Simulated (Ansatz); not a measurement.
# Br$_{2}$HSb: what the fields show

```tsv
atom	x (Å)	y (Å)	z (Å)
Br	-2.1130	0.1244	-0.1554
Sb	0.2904	-0.0255	-0.8433
Br	1.1624	-1.5456	0.9458
H	0.7158	1.3864	0.0326
```

Geometry: PBE0-D4/def2-TZVP; core potentials replace the inner electrons of Sb.

Level of theory: Ansatz 0.2.0, RKS PBE0-D4/def2-TZVPP.

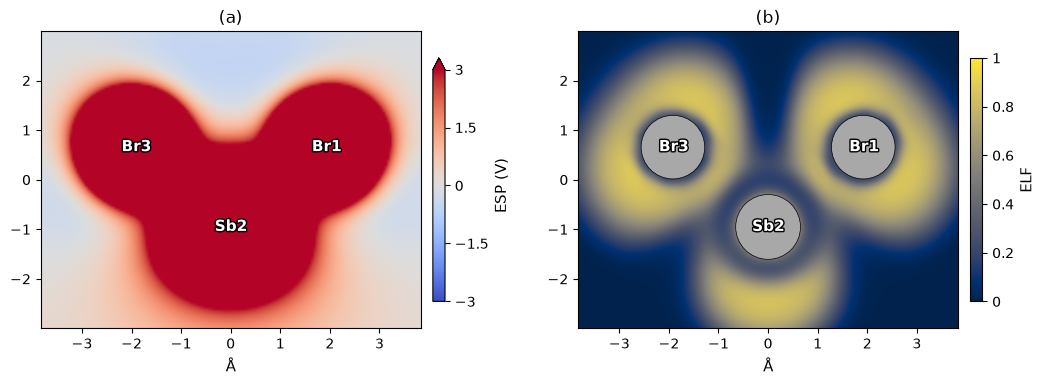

Figure 1. (a) electrostatic potential; (b) electron localisation function on the plane of atoms Br1, Sb2 and Br3. Grey discs cover the atomic cores in the ELF map.

### Interpret the plot.

The plane passes through Br and Sb nuclei.
Sb–Br (2.50 Å): the ELF peaks at about 0.75 in the valence shell of Br, 1.1 Å from its nucleus, and drops to about 0.20 between the two atoms.
The ELF also peaks beside Sb2, Br1 and Br3, away from the bonds: lone-pair regions.
Outside the dense part of the molecule the potential is most negative (−0.5 V) near Br1 and Br3.

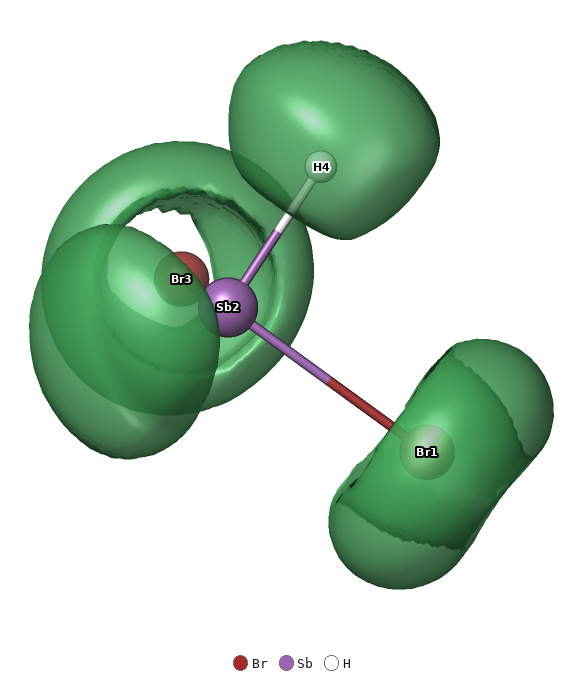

Figure 2. Isosurface of the ELF at 0.8 (green), seen at an oblique angle. Only the valence region is drawn (cores and ρ < 0.01 e/Å³ removed).

### Describe the localisation domains.

The ELF exceeds this value in one region around a hydrogen nucleus, two rings or bowls of non-bonding electrons around Br and one lobe on Sb, pointing away from the bonds (lone pairs). Profiles from the grid: Sb–H (1.72 Å): the ELF climbs to about 1 towards the hydrogen.

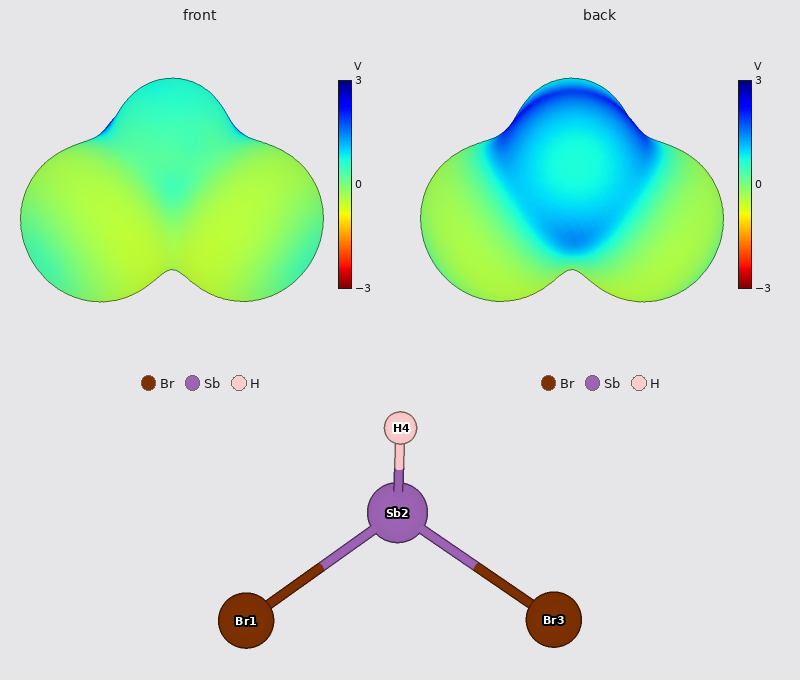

Figure 3. The electrostatic potential painted on the density surface at 0.002 e/bohr³, seen from the front and from behind; red is negative and blue positive. The bare structure is drawn below in the same view.

### Where is the surface potential most negative and most positive?

The most negative region (about −0.5 V) lies over Br1 and Br3, the most positive (about +2.1 V) over Sb2. Br1 shows a σ-hole: about +0.4 V at the tip opposite its bond, against about −0.4 V on its flanks. Br3 shows a σ-hole: about +0.4 V at the tip opposite its bond, against about −0.4 V on its flanks.
